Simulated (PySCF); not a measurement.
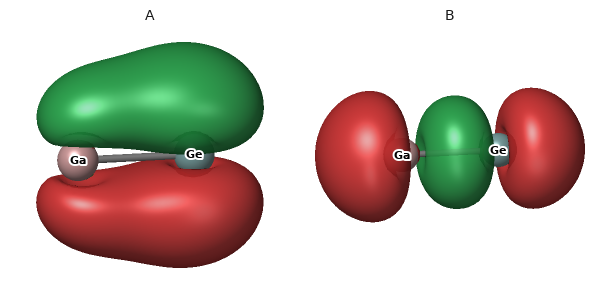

GaGe (quartet). Two frontier α-spin orbitals, each drawn at the value that holds 80 % of its norm (green and red are the two phases), in no order; of a degenerate pair one member is drawn.

Level of theory: PBE0/cc-pVDZ(-PP), non-relativistic Hamiltonian with scalar-relativistic core potentials where named, at a bond length of 2.494 Å (PySCF 2.14.0).

**Label each orbital by symmetry, say whether it is occupied, and order them by energy.**

Orbital B: σ, occupied in this spin, −5.62 eV; shared between the atoms (Ga 50 %, Ge 50 %).
Orbital A: π, occupied in this spin, −5.52 eV; mainly on Ge (70 %).
